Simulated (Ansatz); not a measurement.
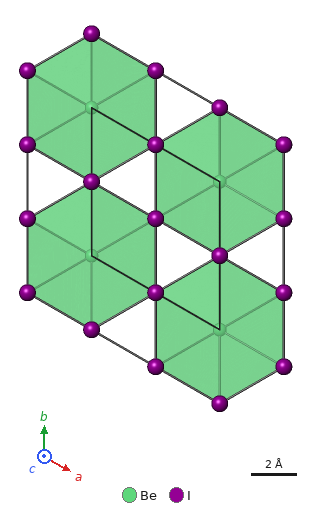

This is the input geometry for a relaxation of crystalline Be₂I₃ (a generated structure, set up in P6/mmm). Style: polyhedral. Shown: the cell of the calculation, along the c axis.

These are results of Ansatz 0.2.0, DFT PBE, scalar-relativistic, plane waves, PAW, not measurements.

The input:
```yaml
crystal:
  lattice:
    - [6.5794858913, 0.0, 0.0]
    - [-3.2897429457, 5.6980019257, 0.0]
    - [0.0, 0.0, 4.3305938864]
  atoms:
    - { symbol: Be, position: [0.0, 0.0, 0.749366711] }
    - { symbol: Be, position: [0.0, 0.0, 0.250633289] }
    - { symbol: I, position: [0.5, 0.0, 0.0] }
    - { symbol: I, position: [0.0, 0.5, 0.0] }
    - { symbol: I, position: [0.5, 0.5, 0.0] }
basis:
  ecutwfc: 420
kpoints:
  mp_grid: { grid: [6, 6, 10] }
hamiltonian:
  xc: pbe
scf:
  occupations: { method: gaussian, width: 0.1 }
output:
  forces: true
  stress: true
  eigenvalues: true
  write_density: true
  write_potential: true
  elf: true
  volumetric_format: npy
relax:
  adjacent_minimum: "off"
  f_tol: 0.01
  max_steps: 80
  cell: { stress_tol: 0.05 }
```

Command:
```bash
ansatz run input.yaml --threads 1 --pin off --max-ram 2048MiB --backend cpu --events-out ev --progress --plain --runs-dir out
```

Question: Predict the outcome.

Answer: The atoms keep their places relative to the cell (all moves are under 0.005 Å). The volume changes by +0.9 %, with a = b 6.579 → 6.612 Å (+0.5 %), c 4.331 → 4.327 Å (−0.1 %). Near-neighbour distances that change, for instance: I3–I4 3.290 → 3.306 Å, Be1–I3 3.464 → 3.479 Å. The space group stays P6/mmm (No. 191). The energy falls by 0.4 meV per atom in 1 accepted move (2 points after the start). The largest force component goes from 0.012 to 0.0014 eV/Å. Pressure: 0.24 GPa at the start and 0.03 GPa at the end. At 1 point the geometry stayed and the basis and grid were re-selected for the new cell (energy shift of less than 0.05 meV per atom at most each time).

Final geometry:

```xyz
5
Lattice="6.6123 0.0000 0.0000 -3.3061 5.7264 0.0000 0.0000 0.0000 4.3267" Properties=species:S:1:pos:R:3 pbc="T T T"
Be    6.6123    0.0000    3.2435
Be    6.6123    0.0000    1.0832
I     3.3061    0.0000    0.0000
I     4.9592    2.8632    0.0000
I     1.6531    2.8632    0.0000
```

Limits of the set-up: an odd number of electrons was run without spin polarisation, which fails if the electron would localise.
